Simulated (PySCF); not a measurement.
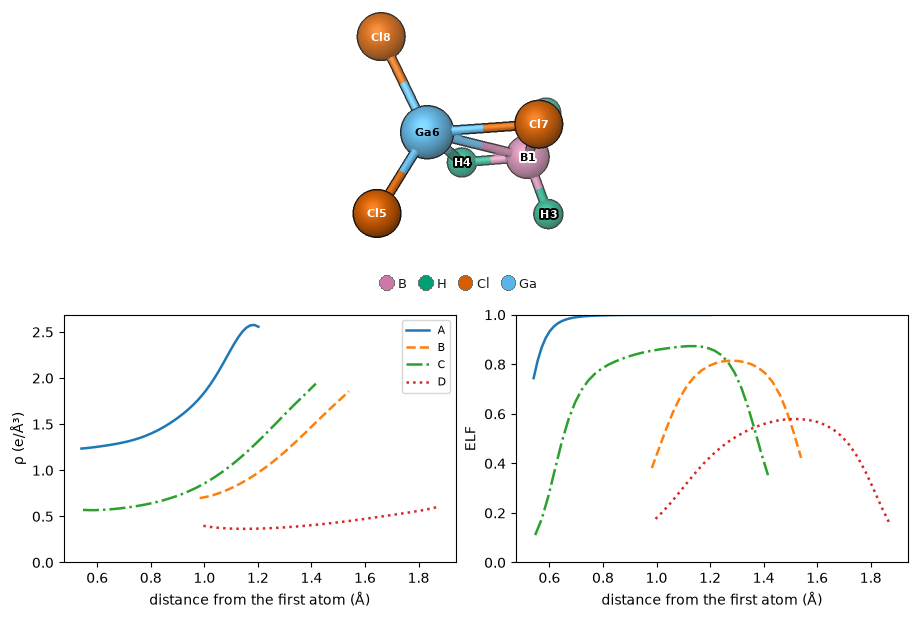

Figure 1: BCl3GaH3. Total electron density and ELF along straight lines between neighbouring atoms. The curves leave out the atomic cores. The structure is drawn too.

Geometry: PBE0-D3(BJ)/def2-SVP.

These are results of PBE0-D3(BJ)/def2-TZVP, SCF density, gas phase (PySCF), not measurements.

The calculation's input:

```
{"job": {"kind": "inter", "xc": "PBE0", "basis": "def2-TZVP", "disp": "d3bj", "pairs": false}, "charge": 0, "multiplicity": 1, "parts": [{"atoms": "0-3", "charge": 0, "multiplicity": 1}, {"atoms": "4-7", "charge": 0, "multiplicity": 1}]}
B      0.375715     0.004028    -0.902809
H      0.172096     1.036299    -0.321639
H     -0.141790    -1.038976    -0.603163
H      1.666387    -0.224045    -0.790709
Cl     2.994568    -1.854390    -3.125441
Ga     2.270325     0.007193    -2.400864
Cl     0.052611     0.319336    -2.838806
Cl     3.398076     1.805300    -2.484113
```

Run with:

```sh
OMP_NUM_THREADS=1 python cluster_run.py task.json out
```

**Which curve belongs to which contact (B–Cl, B–H, Ga–B and Ga–Cl)? The first atom named is at distance zero.**

Curve A: B–H (1.20 Å): ρ is about 1.3 e/Å³ halfway; the ELF climbs to about 1 towards the hydrogen, as it does in any bond to H: an ordinary covalent bond to hydrogen. Curve B: Ga–Cl (2.12 Å): ρ at the midpoint is about 0.76 e/Å³; the ELF peaks at about 0.80 in the valence shell of Cl, 0.8 Å from its nucleus, and is about 0.60 at the midpoint. Curve C: B–Cl (1.99 Å): ρ at the midpoint is about 0.85 e/Å³, with its minimum of 0.57 e/Å³ about 0.6 Å from B; the ELF peaks at about 0.85 between the atoms (a shared but strongly polarised pair). Curve D: Ga–B (2.42 Å): ρ at the midpoint is about 0.37 e/Å³; the ELF peaks at about 0.60 in the valence shell of B, 0.9 Å from its nucleus, and is about 0.45 at the midpoint.
